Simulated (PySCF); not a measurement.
# C7H11BN2: excited states, first hyperpolarisability

Aim: compute the excited states, first hyperpolarisability of C7H11BN2 (`CB(C)c1cnc(C)cn1`).

Computed with PySCF 2.14.0 and routines of our own; the level stands in each step. Atoms count from 0.

## (1) The system as given

21 atoms, charge 0, multiplicity 1; geometry from: GFN2-xTB.

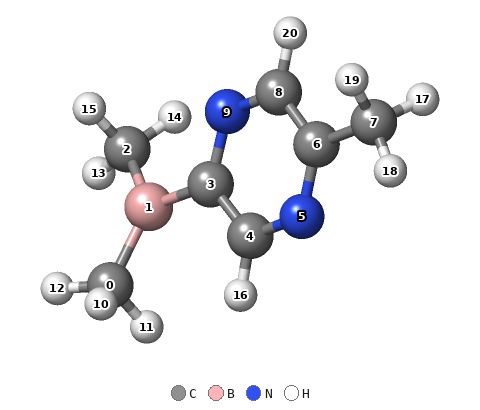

The starting geometry (carbon grey, boron pink, nitrogen blue, hydrogen white).

## (2) Relaxing the molecule at PBE0-D3(BJ)/def2-SVP

The job: settings as JSON, then the geometry in Å.

```
{"job": {"xc": "PBE0", "basis": "def2-SVP", "d3": "d3bj", "grid": 2, "kind": "geom"}, "charge": 0, "multiplicity": 1}
C     -2.846802    -1.053461     0.276678
B     -1.910658     0.212962     0.258183
C     -2.481196     1.670382     0.376841
C     -0.356869     0.031987     0.120956
C      0.247732    -1.127508    -0.379326
N      1.558331    -1.280513    -0.482571
C      2.329568    -0.272397    -0.092803
C      3.809067    -0.448243    -0.187592
C      1.742582     0.906081     0.378060
N      0.440149     1.053041     0.482678
H     -2.417526    -1.902854     0.804212
H     -3.008266    -1.381747    -0.751362
H     -3.830134    -0.855809     0.696363
H     -3.539932     1.758481     0.146354
H     -1.931382     2.390653    -0.223298
H     -2.351225     1.993185     1.410615
H     -0.344950    -1.967469    -0.717907
H      4.215767     0.216648    -0.948690
H      4.036760    -1.475600    -0.456839
H      4.283641    -0.203041     0.760765
H      2.346421     1.752165     0.682915
```

Launch:

```console
OMP_NUM_THREADS=1 python excited_run.py task.json out
```

One launch serves the whole session: the jobs run in the order shown.

The log of the run:

```text
step   0  E = -406.96402651  max force = 0.010221
step   1  E = -406.96627257  max force = 0.002601
step   2  E = -406.96648970  max force = 0.001057
step   3  E = -406.96661541  max force = 0.001721
step   4  E = -406.96673310  max force = 0.001741
step   5  E = -406.96686603  max force = 0.001186
step   6  E = -406.96706084  max force = 0.002795
step   7  E = -406.96711574  max force = 0.001841
step   8  E = -406.96715757  max force = 0.000485
step   9  E = -406.96717232  max force = 0.000476
step  10  E = -406.96718138  max force = 0.000477
step  11  E = -406.96719133  max force = 0.000433
optimisation converged
```

Run time: 3.6 min. Hardware: 1 thread of Arm Neoverse V2, shared host; peak memory 0.89 GiB.

Along the way:

| step | energy from step 0 (eV) | largest force component (eV/Å) |
| --- | --- | --- |
| 0 | 0.0000 | 0.5256 |
| 1 | -0.0611 | 0.1337 |
| 2 | -0.0670 | 0.0544 |
| 3 | -0.0704 | 0.0885 |
| 4 | -0.0737 | 0.0895 |
| 5 | -0.0773 | 0.0610 |
| 6 | -0.0826 | 0.1437 |
| 7 | -0.0841 | 0.0947 |
| 8 | -0.0852 | 0.0249 |
| 9 | -0.0856 | 0.0245 |
| 10 | -0.0858 | 0.0245 |
| 11 | -0.0861 | 0.0223 |

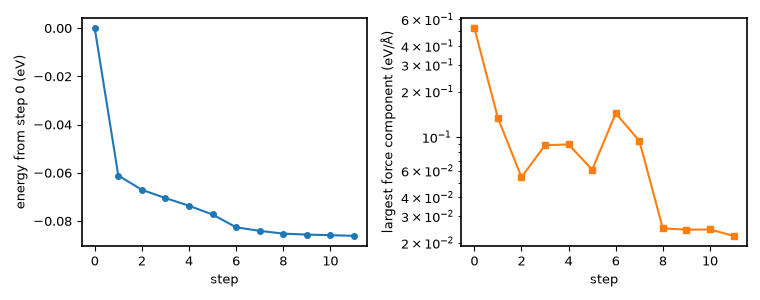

Energy and largest force along the relaxation.

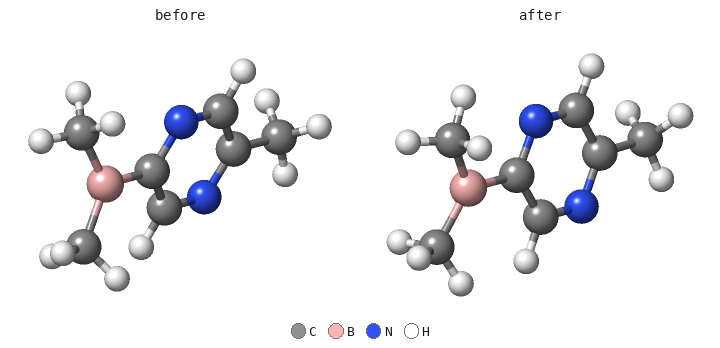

The geometry before (left) and after (right).

Close pairs (by a distance rule), those that changed most:

```
  bond  before (Å)  after (Å)  change (Å)
C2–H15       1.091      1.109      +0.018
C0–H11       1.091      1.108      +0.017
C8–H20       1.083      1.097      +0.014
C2–H13       1.087      1.101      +0.014
C0–H12       1.087      1.101      +0.013
C4–H16       1.082      1.095      +0.013
C7–H17       1.089      1.102      +0.013
C7–H19       1.088      1.101      +0.012
```

The end geometry stands in the next job.

```csv
at the end point,value
point group (found at 0.08 Å tolerance),C1
"rotational constants (GHz, main isotopes)","3.335, 0.776, 0.639"
dipole moment (D),0.80
```

## (3) Excited states: TDA CAM-B3LYP/aug-cc-pVDZ

The job: settings as JSON, then the geometry in Å.

```
{"job": {"kind": "states", "xc": "CAM-B3LYP", "basis": "aug-cc-pVDZ", "tda": true, "soc": true, "nstates": 6, "ntriplets": 5, "nquad": 4}, "charge": 0, "multiplicity": 1}
C     -2.846098    -0.959563    -0.143046
B     -1.879187     0.244262     0.151412
C     -2.445552     1.651203     0.533997
C     -0.310960     0.068057     0.056398
C      0.318415    -1.178940    -0.071958
N      1.638361    -1.335312    -0.151113
C      2.383265    -0.233149    -0.107514
C      3.868780    -0.371415    -0.210026
C      1.768113     1.027770     0.023797
N      0.460834     1.176999     0.105154
H     -2.440710    -1.964101     0.048650
H     -3.062183    -0.915441    -1.228989
H     -3.818697    -0.860398     0.362566
H     -3.446998     1.853905     0.124627
H     -1.750889     2.471705     0.306025
H     -2.561542     1.638393     1.636482
H     -0.278083    -2.096850    -0.108283
H      4.235377     0.043952    -1.162788
H      4.141059    -1.433087    -0.164549
H      4.379422     0.171987     0.599611
H      2.382280     1.936389     0.063727
```

Method: TDA CAM-B3LYP/aug-cc-pVDZ excited states, vertical, gas phase, spin-orbit mean-field couplings.

The log of the run:

```text
coarse grid: 17632 points
cycle   1  E = -407.4424767302  dE =  1.674e+00  |g| = 4.956e-01  |ddm| = 2.188e+01
cycle   2  E = -407.4560774415  dE = -1.360e-02  |g| = 4.891e-01  |ddm| = 2.880e+00
cycle   3  E = -407.5096036643  dE = -5.353e-02  |g| = 8.467e-02  |ddm| = 1.564e+00
cycle   4  E = -407.5109246202  dE = -1.321e-03  |g| = 4.569e-02  |ddm| = 3.395e-01
cycle   5  E = -407.5114200716  dE = -4.955e-04  |g| = 9.664e-03  |ddm| = 1.483e-01
cycle   6  E = -407.5114401424  dE = -2.007e-05  |g| = 4.388e-03  |ddm| = 4.891e-02
cycle   7  E = -407.5114451611  dE = -5.019e-06  |g| = 1.032e-03  |ddm| = 1.144e-02
final grid: 170744 points
cycle   8  E = -407.5440225531  dE = -3.170e-05  |g| = 4.208e-03  |ddm| = 3.638e-01
cycle   9  E = -407.5440240668  dE = -1.514e-06  |g| = 3.598e-03  |ddm| = 4.431e-02
cycle  10  E = -407.5440272060  dE = -3.139e-06  |g| = 5.443e-04  |ddm| = 1.198e-02
cycle  11  E = -407.5440272666  dE = -6.060e-08  |g| = 2.605e-04  |ddm| = 2.251e-03
cycle  12  E = -407.5440272843  dE = -1.764e-08  |g| = 5.522e-05  |ddm| = 1.021e-03
cycle  13  E = -407.5440272852  dE = -9.344e-10  |g| = 2.133e-05  |ddm| = 2.784e-04
converged SCF energy = -407.5440272852

Singlet excitations
state   eV       nm        f     d(h-e)  d(exc)  Lambda  PR(NTO)  |dmu|/D   mu/D   main configurations
  1   3.7916   327.0   0.00348   0.238   2.815   0.514   1.026    1.052    1.892   H->L 0.93
  2   4.3577   284.5   0.00207   0.140   2.760   0.519   1.021    0.315    1.124   H->L+1 0.92
  3   5.2766   235.0   0.30503   0.346   2.838   0.684   1.336    1.101    1.934   H-1->L 0.69, H-1->L+1 0.15
  4   5.6371   219.9   0.00009   0.389   2.652   0.473   1.142    1.260    2.047   H-2->L 0.63, H-3->L 0.17
  5   5.8769   211.0   0.08313   0.441   3.025   0.564   1.547                     H-3->L 0.32, H-1->L+1 0.29, H-2->L 0.12
  6   5.9762   207.5   0.14066   0.249   3.076   0.583   1.509                     H-1->L+1 0.30, H-3->L 0.30, H-1->L 0.12

Triplet excitations (Tamm-Dancoff)
state   eV     d(h-e)  d(exc)  Lambda  PR(NTO)   main configurations
  1   3.1711   0.175   2.605   0.511   1.053   H->L 0.73, H->L+1 0.19
  2   3.7408   0.329   2.765   0.672   1.061   H-1->L 0.87
  3   4.0897   0.296   2.810   0.517   1.065   H->L+1 0.73, H->L 0.20
  4   4.1866   0.044   2.523   0.702   1.037   H-1->L+1 0.84
  5   4.7923   0.383   2.393   0.448   1.243   H-2->L 0.41, H-2->L+1 0.20, H-3->L 0.12
S1 - T1 = 0.6205 eV

Spin-orbit couplings |<S|Hso|T>| (cm-1)
             T1       T2       T3       T4       T5
S0        8.149    0.292    5.047    0.058   41.738
S1        0.233    3.549    0.569    2.404    0.312
S2        0.407    0.860    0.447    2.366    0.117
S3        1.121    0.175    5.289    0.576    0.506
S4        1.290    1.585    0.563    1.237    0.155
S5        4.239    0.636    3.180    0.401    0.510
S6        5.122    0.918    3.251    0.219    0.702
T1 sublevels (cm-1): 0.000 0.001 0.006   radiative rates (1/s): 0.0734 1.38 88.7
```

Wall time 2.1 min (1 thread of Arm Neoverse V2, shared host); peak memory 1.6 GiB.

Key values:

| quantity | value |
| --- | --- |
| S1 less T1 | 0.62 eV |

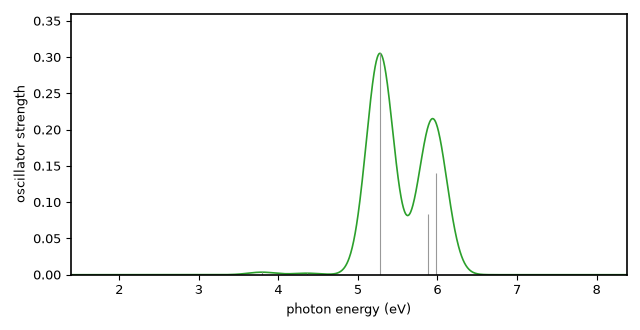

Absorption lines of the singlets. Lines are broadened to a width of 0.40 eV (Gaussian).

Orbitals, density, ELF and potential are computed afterwards from the orbital file.

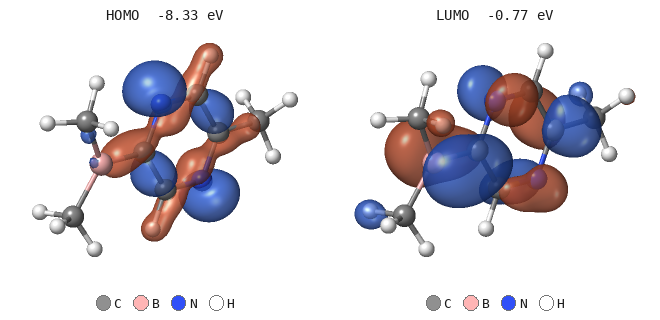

Frontier orbitals at CAM-B3LYP/aug-cc-pVDZ; each surface holds 70 % of the orbital's density, blue and red mark the sign.

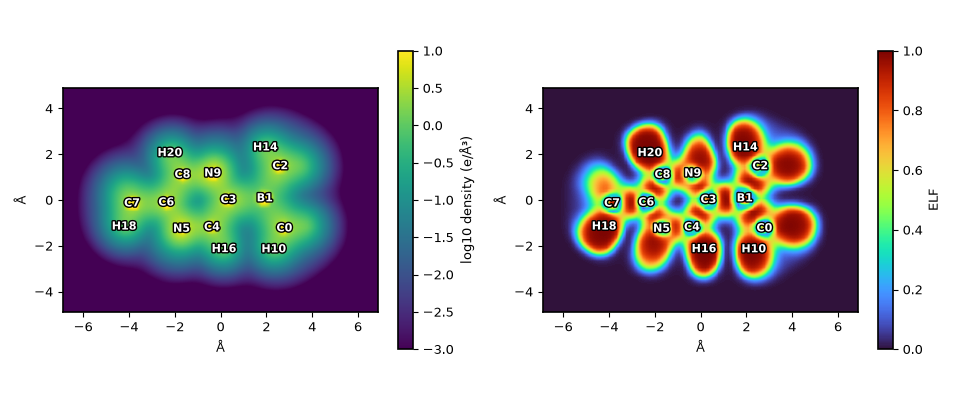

Density (left) and ELF (right) in a plane through or near 15 of the atoms.

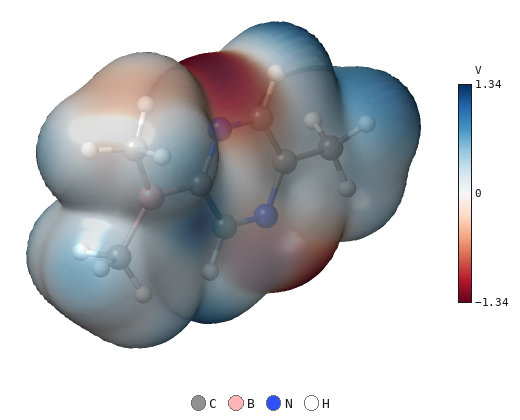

The potential that a unit positive charge feels on the 0.002 e/bohr³ surface, from -1.34 V near N5 to 1.01 V near H20.

## (4) Excited states: TDDFT CAM-B3LYP/aug-cc-pVDZ

The job, as its differences from that of step 3:

```diff
@@ -1,2 +1,2 @@
-{"job": {"kind": "states", "xc": "CAM-B3LYP", "basis": "aug-cc-pVDZ", "tda": true, "soc": true, "nstates": 6, "ntriplets": 5, "nquad": 4}, "charge": 0, "multiplicity": 1}
+{"job": {"kind": "states", "xc": "CAM-B3LYP", "basis": "aug-cc-pVDZ", "tpa": true, "nstates": 8, "nquad": 6, "ntriplets": 0}, "charge": 0, "multiplicity": 1}
 C     -2.846098    -0.959563    -0.143046
```

Method: TDDFT CAM-B3LYP/aug-cc-pVDZ excited states, vertical, gas phase, two-photon moments by quadratic response.

The log of the run:

```text
coarse grid: 17632 points
cycle   1  E = -407.4424767302  dE =  1.674e+00  |g| = 4.956e-01  |ddm| = 2.188e+01
cycle   2  E = -407.4560774415  dE = -1.360e-02  |g| = 4.891e-01  |ddm| = 2.880e+00
cycle   3  E = -407.5096036643  dE = -5.353e-02  |g| = 8.467e-02  |ddm| = 1.564e+00
cycle   4  E = -407.5109246202  dE = -1.321e-03  |g| = 4.569e-02  |ddm| = 3.395e-01
cycle   5  E = -407.5114200716  dE = -4.955e-04  |g| = 9.664e-03  |ddm| = 1.483e-01
cycle   6  E = -407.5114401424  dE = -2.007e-05  |g| = 4.388e-03  |ddm| = 4.891e-02
cycle   7  E = -407.5114451611  dE = -5.019e-06  |g| = 1.032e-03  |ddm| = 1.144e-02
final grid: 170744 points
cycle   8  E = -407.5440225531  dE = -3.170e-05  |g| = 4.208e-03  |ddm| = 3.638e-01
cycle   9  E = -407.5440240668  dE = -1.514e-06  |g| = 3.598e-03  |ddm| = 4.431e-02
cycle  10  E = -407.5440272060  dE = -3.139e-06  |g| = 5.443e-04  |ddm| = 1.198e-02
cycle  11  E = -407.5440272666  dE = -6.060e-08  |g| = 2.605e-04  |ddm| = 2.251e-03
cycle  12  E = -407.5440272843  dE = -1.764e-08  |g| = 5.522e-05  |ddm| = 1.021e-03
cycle  13  E = -407.5440272852  dE = -9.344e-10  |g| = 2.133e-05  |ddm| = 2.784e-04
converged SCF energy = -407.5440272852

Singlet excitations
state   eV       nm        f     d(h-e)  d(exc)  Lambda  PR(NTO)  |dmu|/D   mu/D   delta(TPA)   sigma/GM   main configurations
  1   3.7433   331.2   0.00223   0.228   2.815   0.514   1.028    0.968    1.805        0.14      0.001   H->L 0.91
  2   4.3311   286.3   0.00139   0.155   2.777   0.518   1.022    0.385    1.203        0.18      0.001   H->L+1 0.90
  3   5.0982   243.2   0.28139   0.346   2.824   0.679   1.337    1.212    2.043      114.86      1.094   H-1->L 0.78, H-1->L+1 0.13
  4   5.5781   222.3   0.00009   0.404   2.644   0.472   1.149    1.210    1.982        3.34      0.038   H-2->L 0.60, H-3->L 0.16, H-2->L+1 0.09
  5   5.7170   216.9   0.13807   0.443   2.964   0.680   1.451    1.489    2.334      246.42      2.951   H-1->L+1 0.67, H-1->L 0.16
  6   5.9103   209.8   0.01604   1.258   3.048   0.470   1.115    5.006    4.171       27.37      0.350   H-3->L 0.58, H-2->L 0.22
  7   6.0741   204.1   0.00222   0.667   2.899   0.557   1.381                                            H-4->L 0.52, H-5->L 0.20
  8   6.2775   197.5   0.00004   0.318   2.813   0.433   1.101                                            H-2->L+1 0.55, H-3->L+1 0.21
```

Wall time 2.9 min (1 thread of Arm Neoverse V2, shared host); peak memory 1.6 GiB.

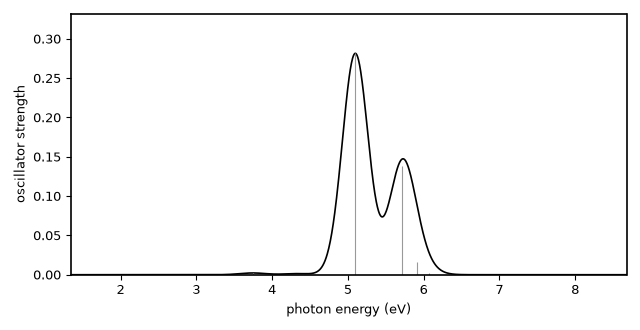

Absorption lines of the singlets. Lines are broadened to a width of 0.40 eV (Gaussian).

## (5) First hyperpolarisability: quadratic response CAM-B3LYP/aug-cc-pVDZ

The job, as its differences from that of step 4:

```diff
@@ -1,2 +1,2 @@
-{"job": {"kind": "states", "xc": "CAM-B3LYP", "basis": "aug-cc-pVDZ", "tpa": true, "nstates": 8, "nquad": 6, "ntriplets": 0}, "charge": 0, "multiplicity": 1}
+{"job": {"kind": "beta", "xc": "CAM-B3LYP", "basis": "aug-cc-pVDZ"}, "charge": 0, "multiplicity": 1}
 C     -2.846098    -0.959563    -0.143046
```

Method: quadratic response CAM-B3LYP/aug-cc-pVDZ first hyperpolarisability, Taylor convention, gas phase.

The log of the run:

```text
coarse grid: 17632 points
cycle   1  E = -407.4424767302  dE =  1.674e+00  |g| = 4.956e-01  |ddm| = 2.188e+01
cycle   2  E = -407.4560774415  dE = -1.360e-02  |g| = 4.891e-01  |ddm| = 2.880e+00
cycle   3  E = -407.5096036643  dE = -5.353e-02  |g| = 8.467e-02  |ddm| = 1.564e+00
cycle   4  E = -407.5109246202  dE = -1.321e-03  |g| = 4.569e-02  |ddm| = 3.395e-01
cycle   5  E = -407.5114200716  dE = -4.955e-04  |g| = 9.664e-03  |ddm| = 1.483e-01
cycle   6  E = -407.5114401424  dE = -2.007e-05  |g| = 4.388e-03  |ddm| = 4.891e-02
cycle   7  E = -407.5114451611  dE = -5.019e-06  |g| = 1.032e-03  |ddm| = 1.144e-02
final grid: 170744 points
cycle   8  E = -407.5440225531  dE = -3.170e-05  |g| = 4.208e-03  |ddm| = 3.638e-01
cycle   9  E = -407.5440240668  dE = -1.514e-06  |g| = 3.598e-03  |ddm| = 4.431e-02
cycle  10  E = -407.5440272060  dE = -3.139e-06  |g| = 5.443e-04  |ddm| = 1.198e-02
cycle  11  E = -407.5440272666  dE = -6.060e-08  |g| = 2.605e-04  |ddm| = 2.251e-03
cycle  12  E = -407.5440272843  dE = -1.764e-08  |g| = 5.522e-05  |ddm| = 1.021e-03
cycle  13  E = -407.5440272852  dE = -9.344e-10  |g| = 2.133e-05  |ddm| = 2.784e-04
converged SCF energy = -407.5440272852

Lowest singlets (eV, f): 3.7433 0.0022  4.3311 0.0014  5.0982 0.2814

First hyperpolarisability (au)
process     nm      |vector|   parallel      HRS      DR
static         -      503.09     300.36      221.0   4.189
shg       1907.0      544.98     325.29     238.81   4.222
eope      1907.0      516.46     308.31          -       -
shg       1064.0      660.72     394.14      287.9   4.298
eope      1064.0      548.15     327.17          -       -
```

Wall time 2.2 min (1 thread of Arm Neoverse V2, shared host); peak memory 1.5 GiB.

## (6) Outcome

| quantity | value |
| --- | --- |
| point group | C1 |
| rotational constants (main isotopes) | 3.34, 0.78, 0.64 GHz |
| S1 less T1 (step 3, TDA CAM-B3LYP/aug-cc-pVDZ) | 0.62 eV |
| surface potential, least and greatest | -1.34 V and 1.01 V |
| β vector (step 5, quadratic response CAM-B3LYP/aug-cc-pVDZ) | static 503, SHG 1907.0 nm 545, SHG 1064.0 nm 661 au |

**Reading.** Over 11 steps the energy fell by 0.086 eV; of the close pairs, C2–H15 changed most, 1.091 to 1.109 Å. In step 3, the number of triplets below S1 is 2, and the largest singlet-triplet spin-orbit coupling is S0–T5, 41.74 cm⁻¹. At CAM-B3LYP/aug-cc-pVDZ, counted by nearest atom on the grid, the HOMO lies on N5, N9 about 28 % each; C3 9 %, the LUMO on B1 23 %; C3, C6 about 16 % each. β grows from 503 au (static) to 661 au for doubling at 1064.0 nm: normal dispersion, which grows as twice the photon energy moves toward the bright states.
